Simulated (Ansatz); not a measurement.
**H₄SSi (SMILES [SiH2-][SH2+]): density, localisation and related maps**

The calculation's input:

```
crystal:
  periodic: [false, false, false]
  atoms:
    - {symbol: S, position_ang: [-1.495549, -2.023183, -1.241180]}
    - {symbol: Si, position_ang: [-1.046827, -1.599580, -3.512125]}
    - {symbol: H, position_ang: [0.363365, -1.136180, -3.180245]}
    - {symbol: H, position_ang: [-1.689282, -0.246731, -3.237644]}
    - {symbol: H, position_ang: [-0.879627, -3.201200, -1.040637]}
    - {symbol: H, position_ang: [-0.632850, -1.365246, -0.437477]}
basis:
  gaussian: {orbitals: def2-TZVPD}
hamiltonian: {xc: pbe0}
output: {forces: true, orbitals: {seedname: orbitals}}
```

Command:

```sh
ansatz run input.yaml --threads 2 --pin off --max-ram 4350MiB --events-out events.jsonl --progress --plain --runs-dir runs
```

Geometry: PBE0-D4/def2-TZVP.

Method: isolated molecule in a Gaussian basis; Kohn-Sham density functional theory, functional PBE0 (Ansatz 0.2.0).

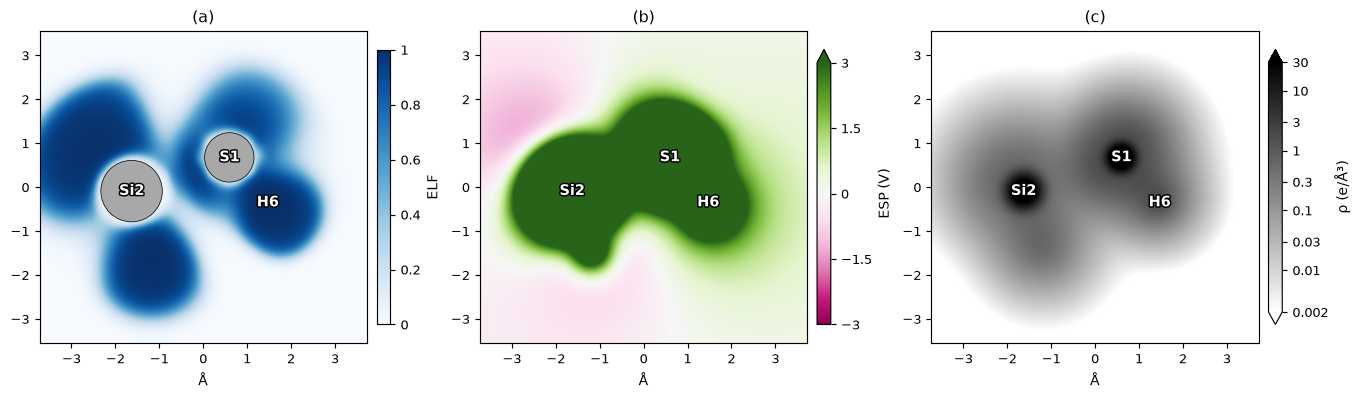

Figure 1. (a) ELF; (b) electrostatic potential; (c) total electron density on the plane of atoms Si2, S1 and H6. Grey discs cover the atomic cores in the ELF map.

Q: Read the bonding off the picture.

A:
- The section cuts through S, Si and H sites.
- Si–S (2.35 Å): the density is about 0.52 e/Å³ at the midpoint, with its minimum of 0.4 e/Å³ about 0.9 Å from Si; the ELF peaks at about 0.95 between the atoms; localised, covalent bonding.
- S–H (1.35 Å): ρ at the midpoint is about 1.5 e/Å³; the ELF climbs to about 1 towards the hydrogen, as it does in any bond to H: a covalent bond by its length.
- The ELF also peaks beside Si2 and S1, away from the bonds: lone-pair regions.
- Outside the dense part of the molecule the potential is most negative (−1.2 V) near H4, which lies off the plane.

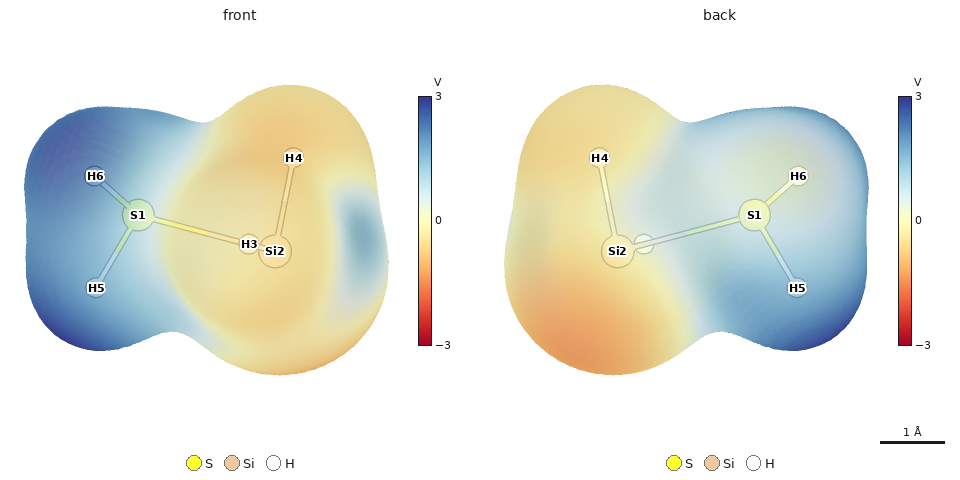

Figure 2. The molecular electrostatic potential painted on the density surface at 0.004 e/bohr³, seen from the front and from behind; red is negative and blue positive.

Q: Which sites attract a positive test charge, and which a negative one?

A: A positive charge is drawn to the negative regions and a negative charge to the positive ones. The most negative region (about −1.4 V) lies over H4, the most positive (about +2.9 V) over H5.

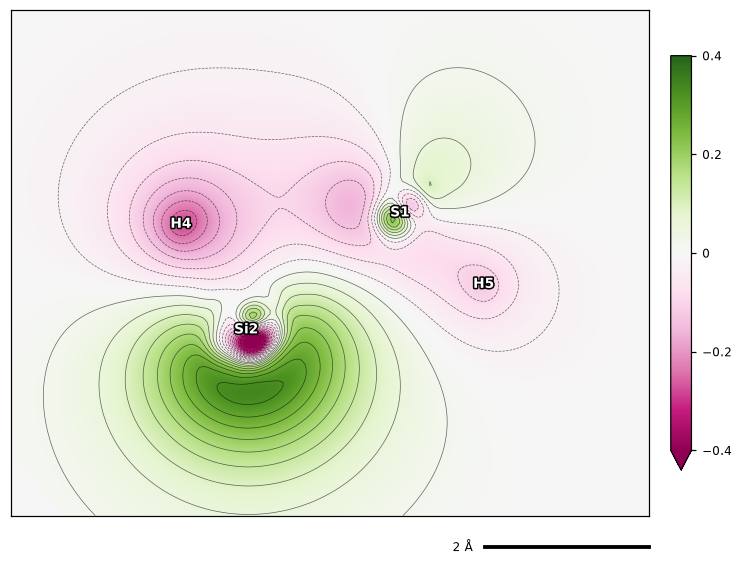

Figure 3. One frontier orbital on the plane of atoms Si2, S1 and H5 (values in Å⁻³ᐟ²; the overall sign is arbitrary).

Q: Which orbital is it: HOMO or LUMO?

A: The HOMO, at −5.93 eV. By Hirshfeld shares it lies mainly on Si2 (about 75 %), H3 (about 10 %), S1 (about 10 %) and H4 (about 5 %).
